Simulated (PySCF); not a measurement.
**C6H6F3S (charge −1): density, localisation and related maps**

| atom | x (Å) | y (Å) | z (Å) |
| --- | --- | --- | --- |
| C | -1.1091 | 2.2795 | 0.5154 |
| C | -0.8582 | 1.2320 | -0.0067 |
| C | -0.5412 | -0.0460 | -0.6048 |
| C | 0.9928 | -0.3330 | -0.6270 |
| C | 1.6547 | -0.0329 | 0.7129 |
| S | 1.7371 | 0.6152 | -1.9688 |
| C | -1.3458 | -1.1196 | 0.1055 |
| F | -1.1461 | -1.1964 | 1.4350 |
| F | -1.1229 | -2.3619 | -0.3645 |
| F | -2.6868 | -0.9360 | -0.0322 |
| H | -1.3111 | 3.2131 | 0.9479 |
| H | -0.8733 | -0.0455 | -1.6512 |
| H | 1.1099 | -1.4032 | -0.8580 |
| H | 1.2362 | -0.6321 | 1.5245 |
| H | 1.5377 | 1.0231 | 0.9495 |
| H | 2.7183 | -0.2476 | 0.6292 |

Geometry: GFN2-xTB.

Method: PBE0/pcSseg-1, SCF density, gas phase, non-relativistic (PySCF 2.14.0).

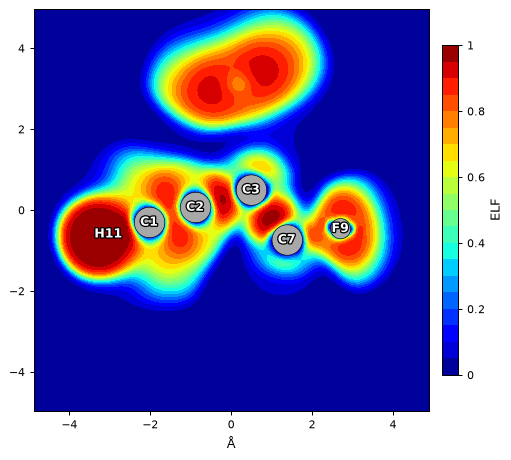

Figure 1. Electron localisation function on the plane of atoms C2, C3 and C7. Grey discs cover the atomic cores.

> What does the map show?

The section cuts through C, F and H sites. C–C (1.20 Å): the ELF peaks at about 0.85 between the atoms (a multiple bond). C–F (1.35 Å): the ELF peaks at about 0.85 between the atoms, as expected for a polar covalent bond. C–H (1.05 Å): the ELF climbs to about 1 towards the hydrogen, as it does in any bond to H (an ordinary covalent bond to hydrogen). The ELF also peaks beside F9 and S6, away from the bonds: lone-pair regions.

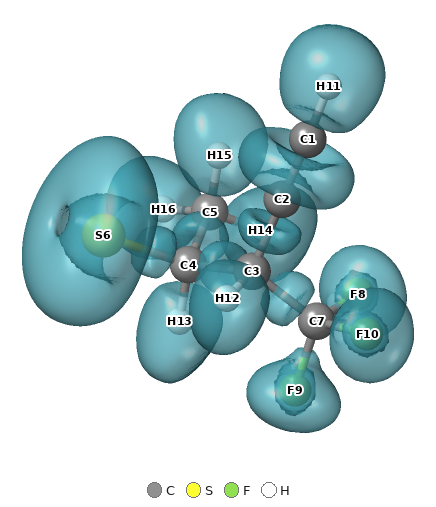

Figure 2. Isosurface of the ELF at 0.75 (cyan), seen at an oblique angle. Core shells and regions of very low density are left out.

> Where are the electrons localised?

The surface consists of five regions between bonded C–C atoms (shared pairs), one region between bonded C–S atoms (shared pairs), six regions around hydrogen nuclei, three regions on F in which the atom's valence shell and bonds are merged and one ring or bowl of non-bonding electrons around S.
